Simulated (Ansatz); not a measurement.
CH4F2N2Si (SMILES N[SiH](F)N=CF)

```xyz
10

N    -0.1779   -1.8283   -0.4937
Si    0.5659   -0.3153   -0.5267
F     1.7883   -0.1978    0.5090
N    -0.6460    0.8374   -0.1178
C    -0.5568    1.6897    0.7720
F    -1.5488    2.5518    1.0055
H     0.2820   -2.6813   -0.7591
H    -1.0489   -1.9821   -0.0163
H     1.1624   -0.0085   -1.8393
H     0.2630    1.8835    1.4693
```

Geometry: PBE0-D4/def2-TZVP.

Theory: RKS PBE0-D4/def2-TZVPP (Ansatz 0.2.0).

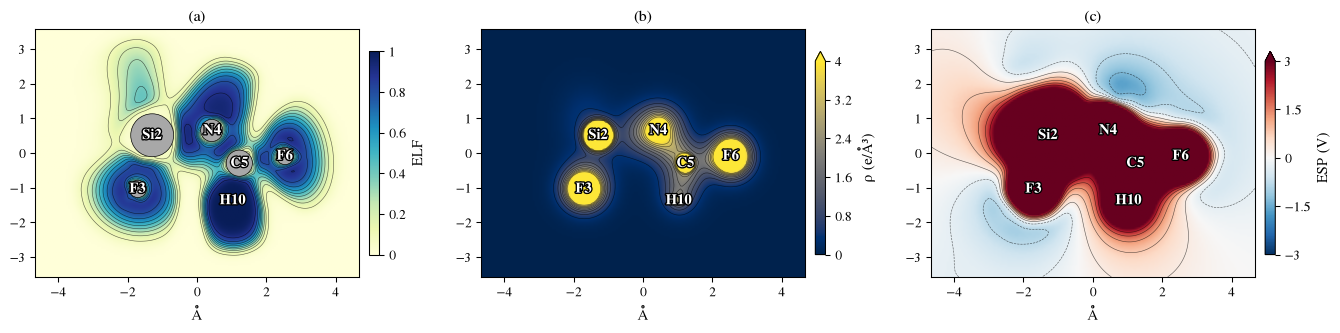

Figure 1. (a) ELF; (b) electron density; (c) molecular electrostatic potential on the plane of atoms Si2, N4 and C5. Grey discs cover the atomic cores in the ELF map.

What do the fields say about this system?

Answer. The section cuts through Si, F, N, C and H sites. C–N (1.24 Å): ρ is about 3.1 e/Å³ halfway; the ELF peaks at about 0.90 between the atoms; a multiple bond. C–F (1.33 Å): the density is about 2.4 e/Å³ at the midpoint; the ELF peaks at about 0.85 between the atoms: a shared but strongly polarised pair. Si–F (1.61 Å): ρ at the midpoint is about 1.1 e/Å³; the ELF peaks at about 0.85 in the valence shell of F, 0.6 Å from its nucleus, and is about 0.50 at the midpoint. C–H (1.09 Å): the density is about 2.1 e/Å³ at the midpoint; the ELF climbs to about 1 towards the hydrogen, as it does in any bond to H: an ordinary covalent bond to hydrogen. The ELF also peaks beside F3, F6 and N4, away from the bonds: lone-pair regions. Outside the dense part of the molecule the potential is most negative (−1.6 V) near N4.

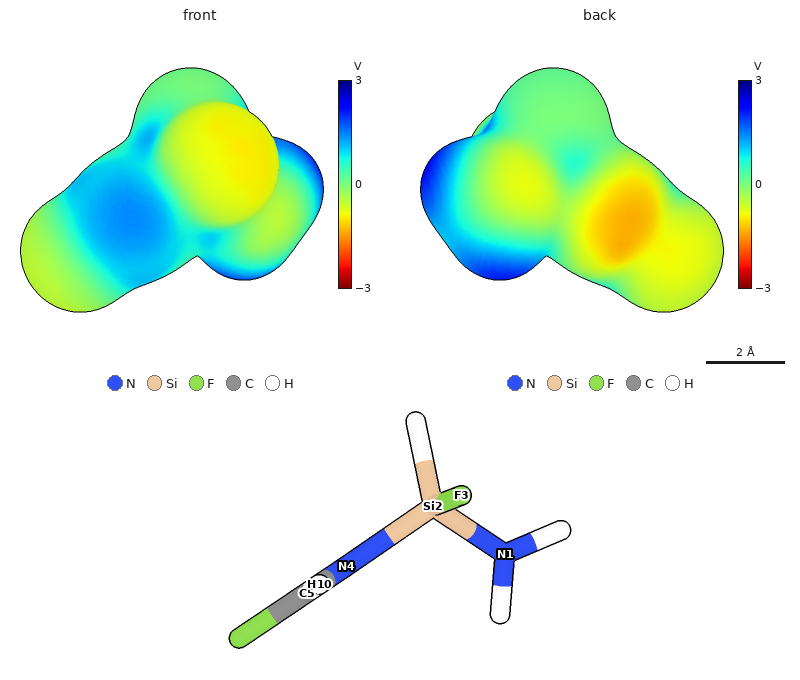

Figure 2. The molecular electrostatic potential painted on the density surface at 0.002 e/bohr³, seen from the front and from behind; red is negative and blue positive. The bare structure is drawn below in the same view.

Describe the electrostatic potential map.

Answer. The most negative region (about −1.3 V) lies over N4, the most positive (about +2.1 V) over H7 and H8. N4 is the likeliest acceptor of a hydrogen bond.

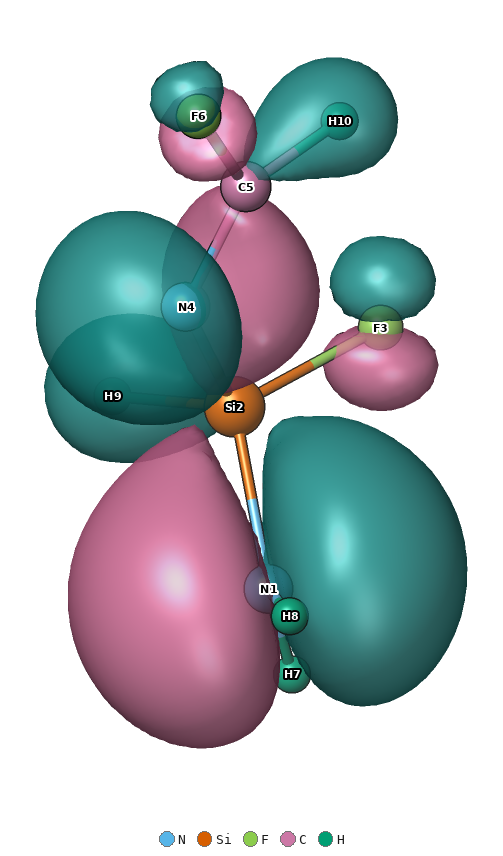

Figure 3. The HOMO at ±0.08 Å⁻³ᐟ² (teal and pink are the two phases), seen at an oblique angle.

Where does this orbital lie, and at what energy?

Answer. By Hirshfeld shares it lies mainly on N1 (about 55 %) and N4 (about 15 %); largely a combination of lone pairs on N1 and N4. Its energy is −7.96 eV.
